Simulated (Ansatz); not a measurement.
# Hypothetical Pm-3n InP: pressure series

Consider InP (space group Pm-3n, No. 223; a = 7.2411 Å; a hypothetical phase, not in the database extracts checked).

Cell and atoms are relaxed at each pressure.

Computed with PBEsol, PAW, 420 eV (Ansatz, a quantum-chemistry and plane-wave program; scalar-relativistic without spin-orbit coupling).

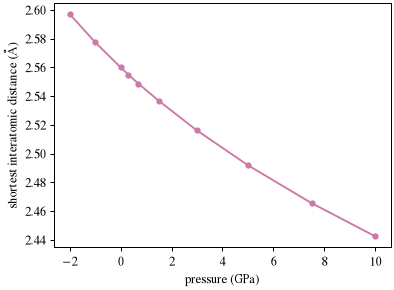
Figure: Shortest interatomic distance against pressure

| pressure (GPa) | shortest interatomic distance |
|---|---|
| -2 | 2.597 Å |
| -1 | 2.578 Å |
| 0.3 | 2.555 Å |
| 0.7 | 2.549 Å |
| 1.5 | 2.537 Å |
| 3 | 2.516 Å |
| 5 | 2.492 Å |
| 7.5 | 2.466 Å |
| 10 | 2.442 Å |

Load acts through the strain it causes; cell and atoms are relaxed under it. No phonon test of stability was made. No other phases were tried under pressure.
